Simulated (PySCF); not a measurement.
InB (charge −1, quartet)

```json
{"atom": "In", "x (Å)": "0.0000", "y (Å)": "0.0000", "z (Å)": "-0.1973"}
{"atom": "B", "x (Å)": "0.0000", "y (Å)": "0.0000", "z (Å)": "2.0597"}
```

Core potentials replace the inner electrons of In.

Computed with PBE0/def2-SVPD, non-relativistic Hamiltonian with scalar-relativistic core potentials where named, at a bond length of 2.257 Å in PySCF.

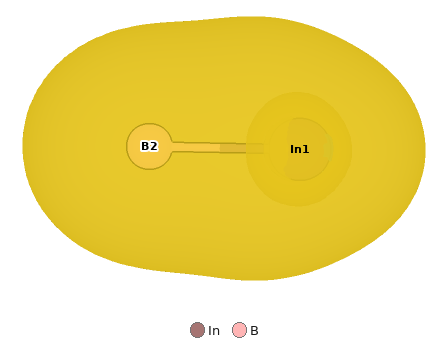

Figure 1. Isosurfaces of the spin density at +0.015 (yellow) and −0.015 e/Å³ (cyan), seen from one side.

> Describe the spin distribution.

The unpaired spin (3 electrons) lies mostly on B2 (about 1.7) and In1 (about 1.3), in electrons by Hirshfeld's partition.

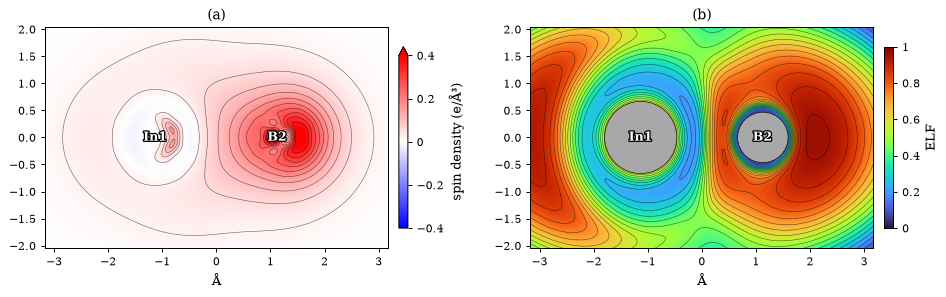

Figure 2. (a) spin density (α minus β); (b) ELF on a plane that holds the molecular axis. Grey discs cover the atomic cores in the ELF map.

> Interpret the plot.

Atoms in the plane: In and B.
In–B (2.26 Å): the ELF peaks at about 0.85 in the valence shell of B, 0.8 Å from its nucleus, and drops to about 0.20 between the two atoms.
The ELF also peaks beside B2, away from the bonds: non-bonding electrons, paired or unpaired.

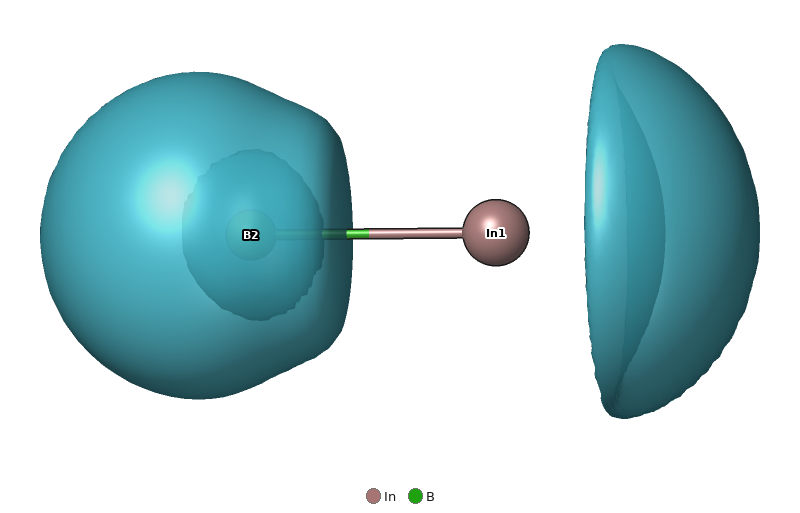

Figure 3. Isosurface of the electron localisation function at 0.75 (cyan), seen from one side. Core shells and regions of very low density are left out.

> Identify the bonds, lone pairs and shells in this picture.

The ELF exceeds this value in one lobe on B, pointing away from the bonds (non-bonding electrons) and one lobe on In, pointing away from the bonds (non-bonding electrons).
